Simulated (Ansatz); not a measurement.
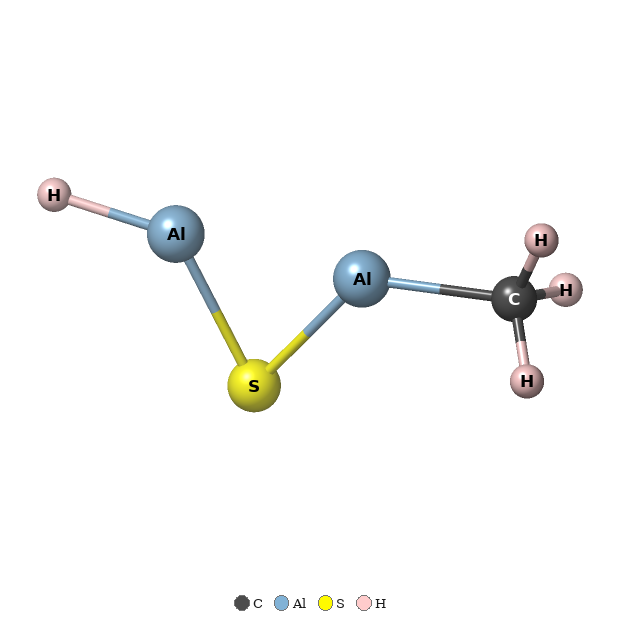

The picture shows a molecular structure as a ball-and-stick model.

> Give the formula.

CH4Al2S, 8 atoms: 1 carbon, 4 hydrogen, 2 aluminium and 1 sulfur.

> Count the bonded pairs by element.

3 C–H, 2 Al–S, 1 C–Al, 1 Al–H. Sticks follow a distance rule.

More results for the same structure follow; atom numbers are the same in all pictures, views and colours differ. Computed geometry: PBE0-D4/def2-TZVP optimisation. No frequency run is at hand to confirm it as a minimum.

## Shape

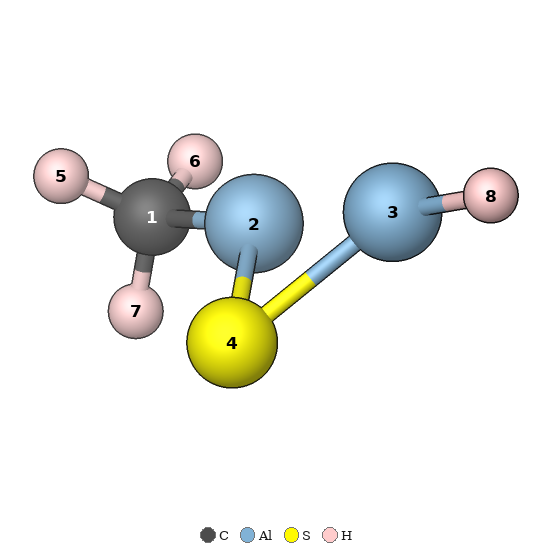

Numbered structure. No frequency run is at hand to confirm it as a minimum.

> Describe the coordination of atom 1.

C1 has 4 neighbours (Al2 at 1.94, H5 at 1.09, H6 at 1.09, H7 at 1.09 Å); the arrangement is tetrahedral.

> What is the geometry at S4?

S4 has 2 neighbours (Al2 at 2.22, Al3 at 2.22 Å); the arrangement is bent.

> How are the neighbours of atom 3 arranged?

Al3 has 2 neighbours (S4 at 2.22, H8 at 1.58 Å); the arrangement is bent.

> How are the neighbours of atom 2 arranged?

Al2 has 2 neighbours (C1 at 1.94, S4 at 2.22 Å); the arrangement is bent.

> What is the dihedral angle C1–Al2–S4–Al3?

179° in size, that is anti.

## Electronic properties

No frequency run is at hand to confirm it as a minimum. Method: RKS PBE0-D4/def2-TZVPP (Ansatz 0.2.0).

Predict the main results.

- HOMO energy (Kohn–Sham orbital): −5.91 eV
- LUMO energy (Kohn–Sham orbital): −1.94 eV
- HOMO–LUMO gap: 3.97 eV
- dispersion correction: −14.4 kJ/mol

## Dipole moment

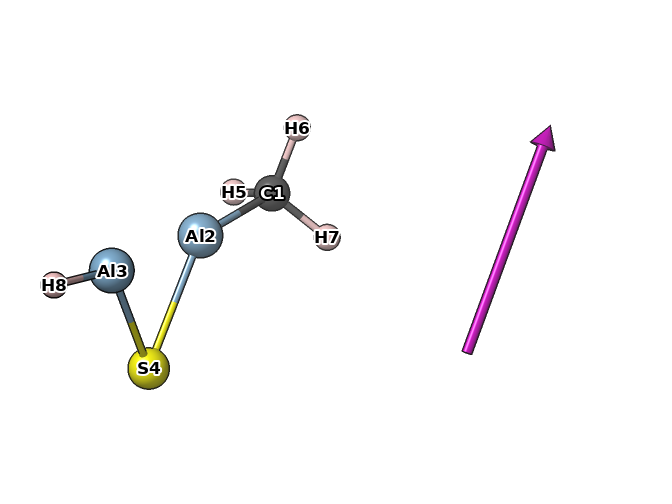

The arrow beside the molecule shows the direction of the dipole moment, from the negative to the positive end (its length means nothing). No frequency run is at hand to confirm it as a minimum. Properties computed with RKS PBE0-D4/def2-TZVP (Ansatz 0.2.0).

> How large is the dipole moment?

2.16 D; it points from the side of S4 to the side of H6 (the outermost atoms at the two ends).

## Charges

The questions are on Mulliken charges. No frequency run is at hand to confirm it as a minimum. Method: RKS PBE0-D4/def2-TZVP (Ansatz 0.2.0).

List the Mulliken charges.

```json
{"atom": "C1", "value (e)": "−0.57"}
{"atom": "Al2", "value (e)": "0.24"}
{"atom": "Al3", "value (e)": "0.27"}
{"atom": "S4", "value (e)": "−0.32"}
{"atom": "H5", "value (e)": "0.15"}
{"atom": "H6", "value (e)": "0.15"}
{"atom": "H7", "value (e)": "0.15"}
{"atom": "H8", "value (e)": "−0.08"}
```

Mulliken values depend strongly on the basis set and can even reverse the polarity of a bond.
